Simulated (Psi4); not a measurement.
**AgF (SMILES [F][Ag]): a first try and a second**

Aim: a single-point energy of AgF at SCS-MP2/def2-SVP (core potential).

Program for the calculation: Psi4 1.11.

9 further runs of the same task are left out: 3 that didn't finish, 6 set aside as unsound or not needed.

## Step 1: The molecule

The species is AgF (2 atoms), meant as a singlet with charge 0. SMILES: `[F][Ag]`. Geometry: relaxed at PBE0-D4/def2-TZVP.

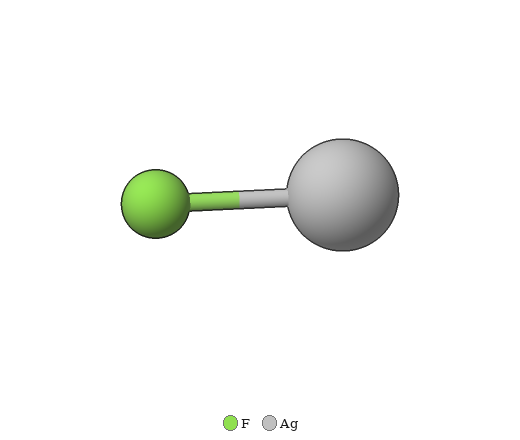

Viewed from a chosen angle; fluorine green, silver light grey.

## Step 2: The input as first written

Contents of calc.py:

```python
import psi4

psi4.set_memory(1600000000)
psi4.set_num_threads(1)
psi4.core.set_output_file('output.dat', False)

mol = psi4.geometry("""
0 1
F      0.860000    -0.334300     0.425600
Ag     1.060000    -0.334300     0.425600
""")

psi4.set_options({
    'reference': 'rhf',
    'scf_type': 'direct',
    'num_frozen_docc': 1,
    'mp2_type': 'df',
})

energy_value = psi4.energy('scs-mp2/def2-SVP')
print(f'scs-mp2/def2-SVP energy: {energy_value:.10f} Eh')
for k, v in sorted(psi4.core.scalar_variables().items()):
    print(f'{k:45s} {v:18.10f}')
```

The run is started by

```sh
$ python calc.py
```

output.dat:

```text
[...]
    !!!  WARNING: ECP capability is in beta. Please check occupations closely.  !!!
[...]
  Running in c2v symmetry.
[...]
  Nuclear repulsion =  452.446515122850087
[...]
  Multiplicity = 1
[...]
  Nalpha       = 14
  Nbeta        = 14
[...]
    Number of basis functions: 45
[...]
   @DF-RHF iter   1:    35.36328657594529    3.35079e+00   1.02339e-01 ADIIS
[...]
   @RHF iter  17:    32.78365914045619    1.44240e-12   3.94586e-09 DIIS
[...]
    Orbital Energies [Eh]
    ---------------------
    Doubly Occupied:
       1A1   -34.448780     2A1    -8.461194     1B1    -6.442624
       1B2    -6.442624     3A1    -5.556207     2B1    -3.076102
       2B2    -3.076102     4A1    -2.564855     1A2    -2.494572
       5A1    -2.494572     6A1    -1.012156     3B2    -0.463927
       3B1    -0.463927     7A1    -0.409166
[...]
  @RHF Final Energy:    32.78365914045619
   => Energetics <=
    Nuclear Repulsion Energy =            452.4465151228500872
    One-Electron Energy =                -684.5120985857749929
    Two-Electron Energy =                 264.8492426033810716
    Total Energy =                         32.7836591404561659
[...]
 Multipole Moments:
 ------------------------------------------------------------------------------------
     Multipole            Electronic (a.u.)      Nuclear  (a.u.)        Total (a.u.)
 ------------------------------------------------------------------------------------
 L = 1.  Multiply by 2.5417464519 to convert [e a0] to [Debye]
 Dipole X            :          0.0000000            0.0000000            0.0000000
 Dipole Y            :          0.0000000            0.0000000            0.0000000
 Dipole Z            :          1.7353294           -1.8046494           -0.0693200
 Magnitude           :                                                    0.0693200
[...]
	SCS-MP2 Total Energy (a.u.)        :    32.43989859473927
	SOS-MP2 Total Energy (a.u.)        :    32.48587473005471
	SCSN-MP2 Total Energy (a.u.)       :    32.54090514599068
[...]
	SOS-PI-MP2 Total Energy (a.u.)     :    32.43624399498780
[...]
	MP2 Total Energy (a.u.)            :    32.39757705917531
[...]
```

The script printed:

```text
scs-mp2/def2-SVP energy: 32.4398985947 Eh
CURRENT CORRELATION ENERGY                         -0.3437605457
CURRENT ENERGY                                     32.4398985947
CURRENT REFERENCE ENERGY                           32.7836591405
DD SOLVATION ENERGY                                 0.0000000000
HF KINETIC ENERGY                                 191.9567685543
HF POTENTIAL ENERGY                              -159.1731094139
HF TOTAL ENERGY                                    32.7836591405
HF VIRIAL RATIO                                     0.8292133203
MP2 CORRELATION ENERGY                             -0.3860820813
MP2 DOUBLES ENERGY                                 -0.3860820813
MP2 OPPOSITE-SPIN CORRELATION ENERGY               -0.2481536753
MP2 SAME-SPIN CORRELATION ENERGY                   -0.1379284059
MP2 SINGLES ENERGY                                  0.0000000000
MP2 TOTAL ENERGY                                   32.3975770592
NUCLEAR REPULSION ENERGY                          452.4465151229
ONE-ELECTRON ENERGY                              -684.5120985858
PCM POLARIZATION ENERGY                             0.0000000000
PE ENERGY                                           0.0000000000
SCF ITERATION ENERGY                               32.7836591405
SCF ITERATIONS                                     17.0000000000
SCF TOTAL ENERGY                                   32.7836591405
SCS(N)-MP2 CORRELATION ENERGY                      -0.2427539945
SCS(N)-MP2 TOTAL ENERGY                            32.5409051460
SCS-MP2 CORRELATION ENERGY                         -0.3437605457
SCS-MP2 TOTAL ENERGY                               32.4398985947
SCS-MP2-VDW CORRELATION ENERGY                     -0.3866009074
SCS-MP2-VDW TOTAL ENERGY                           32.3970582331
SOS-MP2 CORRELATION ENERGY                         -0.2977844104
SOS-MP2 TOTAL ENERGY                               32.4858747301
SOS-PI-MP2 CORRELATION ENERGY                      -0.3474151455
SOS-PI-MP2 TOTAL ENERGY                            32.4362439950
TWO-ELECTRON ENERGY                               264.8492426034
```

Wall time 1.7 s (1 thread of Intel Xeon 6975P-C (Granite Rapids), shared host); peak memory 0.2 GiB.

## Step 3: Diagnosis

It ran to the end. The result can't be trusted all the same.

Cause: two atoms lie on top of or far too near each other. As the program read them, the closest atoms are 0.20 Å apart, against 1.99 Å in the sound input.

## Step 4: Second attempt

Contents of agf.py:

```python
import psi4

psi4.set_memory('1600 MB')
psi4.set_num_threads(1)
psi4.set_output_file('run.log', False)

m = psi4.geometry("""
0 1
F      1.62516447    -0.63173544     0.80426744
Ag    -1.56941755     0.51797393    -0.79651956
units au
""")

psi4.set_options(dict(reference='rhf', scf_type='direct', num_frozen_docc=1, mp2_type='df'))

result = psi4.energy('scs-mp2/def2-SVP')
print(f'scs-mp2/def2-SVP energy: {result:.10f} Eh')
```

The run is started by

```sh
$ python agf.py
```

run.log:

```text
[...]
    !!!  WARNING: ECP capability is in beta. Please check occupations closely.  !!!
[...]
  Running in c2v symmetry.
[...]
  Nuclear repulsion =   45.555955623270691
[...]
  Multiplicity = 1
[...]
  Nalpha       = 14
  Nbeta        = 14
[...]
    Number of basis functions: 45
[...]
   @DF-RHF iter   1:  -245.32132524901530   -7.62404e-01   1.94409e-02 ADIIS/DIIS
[...]
   @RHF iter  19:  -245.42538958485287   -6.82121e-13   5.06206e-09 DIIS
[...]
    Orbital Energies [Eh]
    ---------------------
    Doubly Occupied:
       1A1   -26.094241     2A1    -4.359663     1B2    -2.810962
       1B1    -2.810962     3A1    -2.809655     4A1    -1.332269
       5A1    -0.570782     2B2    -0.554622     2B1    -0.554622
       1A2    -0.542094     6A1    -0.542094     3B2    -0.444503
       3B1    -0.444503     7A1    -0.418649
[...]
  @RHF Final Energy:  -245.42538958485287
   => Energetics <=
    Nuclear Repulsion Energy =             45.5559556232706910
    One-Electron Energy =                -493.3834454652232466
    Two-Electron Energy =                 202.4021002570997041
    Total Energy =                       -245.4253895848528657
[...]
 Multipole Moments:
 ------------------------------------------------------------------------------------
     Multipole            Electronic (a.u.)      Nuclear  (a.u.)        Total (a.u.)
 ------------------------------------------------------------------------------------
 L = 1.  Multiply by 2.5417464519 to convert [e a0] to [Debye]
 Dipole X            :          0.0000000            0.0000000            0.0000000
 Dipole Y            :          0.0000000           -0.0000000           -0.0000000
 Dipole Z            :        -20.6072835           17.9231738           -2.6841096
 Magnitude           :                                                    2.6841096
[...]
	SCS-MP2 Total Energy (a.u.)        :  -245.89725221666200
	SOS-MP2 Total Energy (a.u.)        :  -245.84054500882431
	SCSN-MP2 Total Energy (a.u.)       :  -245.72480364223591
[...]
	SOS-PI-MP2 Total Energy (a.u.)     :  -245.90973757948620
[...]
	MP2 Total Energy (a.u.)            :  -245.94147406167551
[...]
```

On the terminal:

```text
scs-mp2/def2-SVP energy: -245.8972522167 Eh
```

Wall time 1.7 s (1 thread of Intel Xeon 6975P-C (Granite Rapids), shared host); peak memory 0.19 GiB.

## Step 5: What came out

Level: SCS-MP2/def2-SVP (core potential).

```
                                  quantity          value
                              total energy  -245.89725 Eh
       HOMO energy (Hartree–Fock orbitals)      -11.39 eV
       LUMO energy (Hartree–Fock orbitals)       -0.40 eV
     HOMO–LUMO gap (Hartree–Fock orbitals)       10.99 eV
correlation energy (1 core orbital frozen)     -471.9 mEh
```

What this shows: The first attempt's energy was +7573.940 eV off this one.
